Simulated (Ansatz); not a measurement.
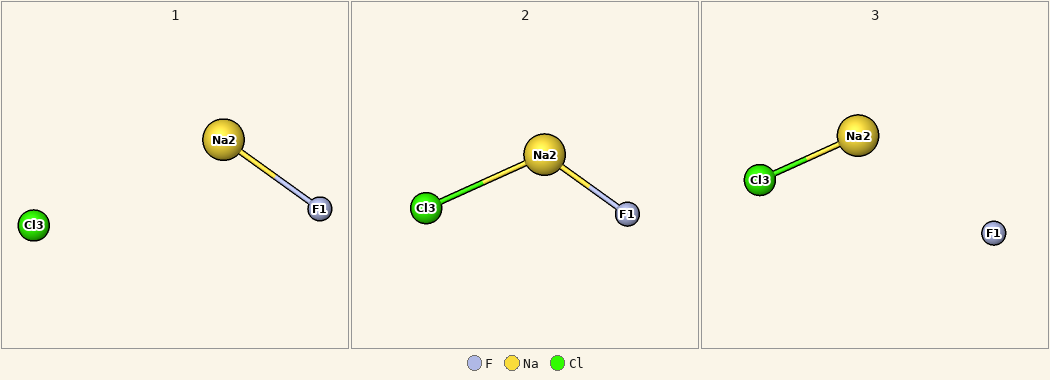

The system F⁻ + NaCl. 
- First axis: distance F1–Na2. Second axis: distance Na2–Cl3.
- Nothing is relaxed (the angle F1–Na2–Cl3 is fixed at 120 degrees).
- The grid has 17 × 17 points.
- Energies are in eV, from F with charge -1 far from the relaxed NaCl (each part in its own basis).
- All numbers below come from Ansatz, RKS PBE0-D4/def2-SVPD.

The numbered pictures are structures from this grid.

Question: Which is the most stable, and how do the others follow?

Answer: 2, at distance F1–Na2 = 2.035 Å, distance Na2–Cl3 = 2.585 Å: −2.53 eV; 1, at distance F1–Na2 = 2.367 Å, distance Na2–Cl3 = 4.144 Å: −1.34 eV; 3, at distance F1–Na2 = 3.335 Å, distance Na2–Cl3 = 2.144 Å: −0.96 eV.

The map, with the structures marked:

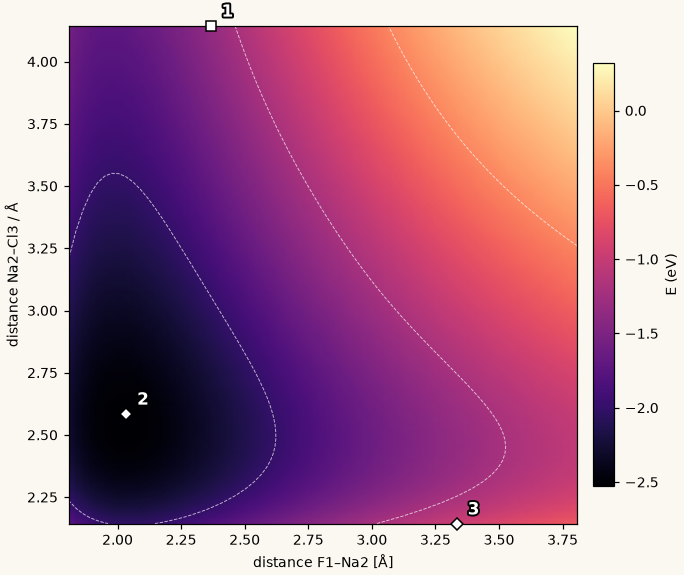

In the figure: a smooth colour map with a few white contour lines. Between grid points the surface is interpolated.
